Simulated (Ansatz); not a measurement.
**Scan of one atom of the cell for InSb (zinc blende)**

Starting cell, InSb (zinc blende):

```
InSb
1.0
    0.00000     6.51915     6.51915
    3.25957     0.00000     3.25957
    3.25957     3.25957     0.00000
Sb In
2 2
Direct
  0.37500   0.75000   0.75000
  0.87500   0.75000   0.75000
  0.00000   0.00000   0.00000
  0.50000   0.00000   0.00000
```

Scan: atom 3 (In, nearest neighbour Sb at 2.823 Å; its periodic images, 4.6 Å or more away, move with it) is displaced along Cartesian [111], direction (0.577, 0.577, 0.577) in Cartesian axes, by s. The other atoms stay.

These are PBEsol (plane waves to 420 eV, PAW, scalar-relativistic; Ansatz, an electronic-structure program) values and carry that method's errors. k mesh 5×10×10 (Γ-centred), Fermi-Dirac smearing 0.05 eV. The energy includes the smearing's −TS. Compression counts positive. Left out: 1 of 11 points, with atoms too close for the PAW data. With partly filled bands, energies and forces of such displacements shift with the k mesh and the smearing. At this level the bands of InSb touch or barely overlap; measurements give the solid a gap. InSb was relaxed with its symmetry unable to fall. Spin-orbit coupling is left out, though Sb is heavy. The zero of ΔE is the undisplaced structure.

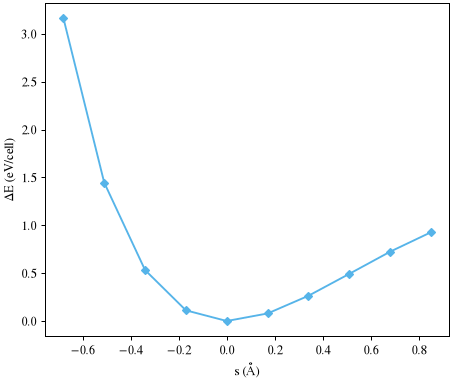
Figure: ΔE (eV/cell) against s (Å); one marker a computed point.

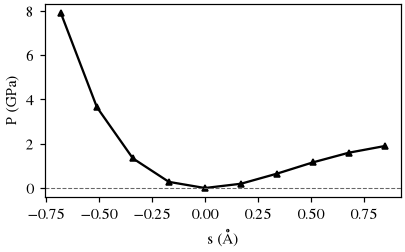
Figure. P (GPa) against s (Å); markers are the computed points, lines only join them.

The force along the line at s = -0.680 Å is 13.4 eV/Å and the force constant k = d²E/ds² at s = 0 (finite differences) comes out as 6.48 eV/Å². Shape of the curve: a single well with its minimum at or next to zero displacement. Harmonic estimate at the end of the scan: ½ks² = 2342 meV/cell against the computed 927 meV/cell, so the well is softer than harmonic there. Symmetry of the curve: not even: the negative side lies higher at ±0.680 Å.

The forces along the line at the two nearest points give (1.425 − (-0.848)) / (2·0.170) = 6.69 eV/Å²; the next pair corrects for the finite step.

(A displaced cell: forces are minus the slopes of the energy, force constants its curvatures, and phonons follow from these.)
